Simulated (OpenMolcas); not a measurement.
# A OpenMolcas job on CH6AlOSi (SMILES [CH3][Al][O][SiH3])

Wanted: the vertical excitations of CH6AlOSi.

The results are computed with OpenMolcas 26.06.

## 1. The molecule

CH6AlOSi has 10 atoms, charge 0, and is taken as a doublet. SMILES: `[CH3][Al][O][SiH3]`. The coordinates come from a PBE0-D4/def2-TZVP relaxation. This is one conformer, not always the lowest.

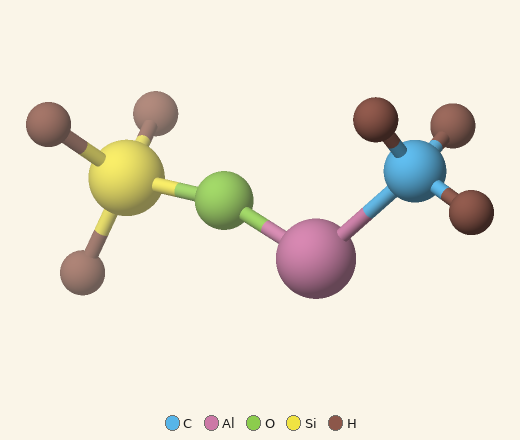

The structure, seen from a chosen angle (carbon blue, aluminium pink, oxygen green, silicon yellow, hydrogen brown).

## 2. The job

mol.xyz reads:

```xyz
10

C      0.243800     1.981800    -1.341400
Al     1.086500     0.300600    -0.766100
O      0.194200    -0.660700     0.309100
Si    -0.287900    -1.859400     1.294000
H     -0.701000     1.751800    -1.844500
H      0.014800     2.586100    -0.457700
H      0.869800     2.566000    -2.016900
H      0.686800    -2.984600     1.283800
H     -1.611000    -2.377800     0.854700
H     -0.413000    -1.355000     2.687900
```

step14.input reads:

```
* CH6AlOSi CASPT2

&GATEWAY
  COORD=mol.xyz
  BASIS=ANO-RCC-VDZ
  GROUP=NoSym

&SEWARD

&RASSCF
  FILEORB=$CurrDir/step2.RasOrb
  SPIN=2
  NACTEL=5 0 0
  INACTIVE=21
  RAS2=61
  CIROOT=3 3 1
  ORBLISTING=Nothing

&CASPT2
  MULTISTATE=all
```

On the command line:

```
$ export MOLCAS_MEM=1860
$ pymolcas step14.input > step14.log
```

Log:

```text
--- Start Module: gateway ---

                                              &GATEWAY

                       available to each process: 1.9 GB of memory, 1 thread

++    Symmetry information:
      ---------------------

                    Character Table for C1

                             E
                    a        1  x, y, xy, Rz, z, xz, Ry, yz, Rx, I
--

++    Basis set information:
      ----------------------

      Basis set label: C.ANO-RCC...3S2P.

      Electronic valence basis set:
      ------------------
      Associated Effective Charge   6.000000 au
      Associated Actual Charge      6.000000 au
      Nuclear Model: Point charge

      Shell  nPrim  nBasis  Cartesian Spherical Contaminant
         s      14       3        X
         p       9       2        X

      Basis set label: AL.ANO-RCC...4S3P.

      Electronic valence basis set:
      ------------------
      Associated Effective Charge  13.000000 au
      Associated Actual Charge     13.000000 au
      Nuclear Model: Point charge

      Shell  nPrim  nBasis  Cartesian Spherical Contaminant
         s      17       4        X
         p      12       3        X

      Basis set label: O.ANO-RCC...3S2P.

[... 124 lines left out ...]
                   Integrals are discarded if absolute value <: 1.00E-14
                   Integral cutoff threshold is set to       <: 1.00E-16

            Nuclear Potential Energy            190.78287146 au

      Basis set specifications :
      Symmetry species         a
      Basis functions           56

--- Stop Module: seward /rc=_RC_ALL_IS_WELL_ ---
--- Module seward spent 4 seconds ---

--- Start Module: rasscf ---

                                              &RASSCF

                       available to each process: 1.9 GB of memory, 1 thread

 ****************** ERROR *******************
 ###############################################################################
 ###    ERROR: Erroneous nr of orbitals.                                     ###
 ###############################################################################
 Inappropriate nr of orbitals. One or more of
 these orbital counts is wrong or too large.
  Negative values.
    All orbitals:  56
          Frozen:   0
        Inactive:  21
          Active:  61
           RAS-1:   0
           RAS-2:  61
           RAS-3:   0
       Secondary: -26
         Deleted:   0
 Basis functions:  56
  Have you used a too small basis set?
 ********************************************
--- Stop Module: rasscf /rc=_RC_INPUT_ERROR_ ---

.####################.
.# User input error #.
.####################.

    Timing: Wall=5.28 User=4.51 System=0.60
```

Run time: 5.7 s. Hardware: 1 thread of Intel Xeon Platinum 8259CL at 2.50GHz (Skylake/Cascade Lake), shared host; peak memory 0.39 GiB.

## 3. What went wrong

The program broke off before the end.

The log says `ERROR: Erroneous nr of orbitals.`. What is wrong: the active space holds more orbitals than the basis has.
